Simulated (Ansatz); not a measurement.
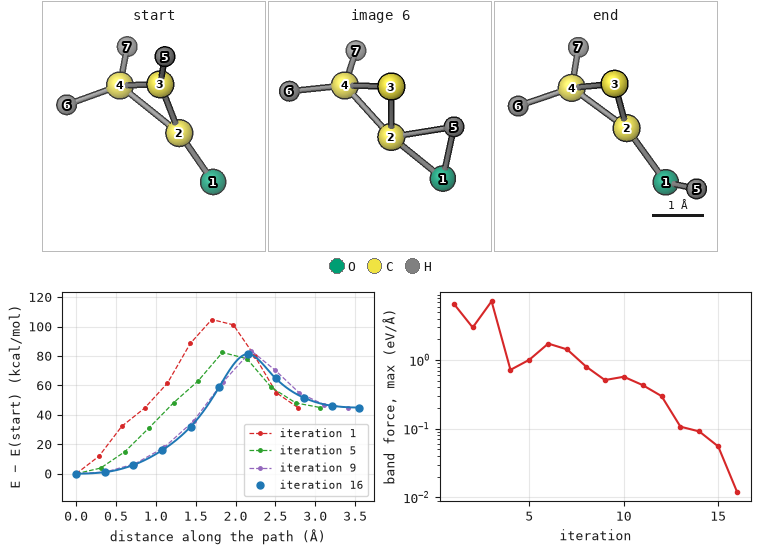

A nudged-elastic-band calculation for C₃H₃O (charge −1). Images are numbered from 0 (start) to 10 (end). The plot follows the band through its iterations. The picture is a ball-and-stick view, seen from a free direction.

These are results of RKS PBE/def2-SVP in Ansatz, not measurements. Set-up: 9 movable images; climbing image; force threshold 0.05 eV/Å; iteration limit 60; starting path through a guess of the saddle point.

Did the band converge, and can the barrier be trusted?

The result is final at these settings. The band converged in 16 iterations. The largest component of the band force went from 6.6 to 0.012 eV/Å. The climbing image converged on the top of the path. Its vibrational analysis gives one imaginary mode (1782i cm⁻¹), as a transition state must have. The first iteration put the highest image at 104.8 kcal/mol. Forward barrier 81.3 kcal/mol, backward barrier 36.3 kcal/mol, with image 6 at the top; the reaction energy is +45.0 kcal/mol.

Limits of the set-up: the basis has no diffuse functions, which an anion needs.

The run took 4.5 min on 1 thread of Intel(R) Xeon(R) Processor @ 2.70GHz, with other jobs on the host, peak memory 0.13 GiB.
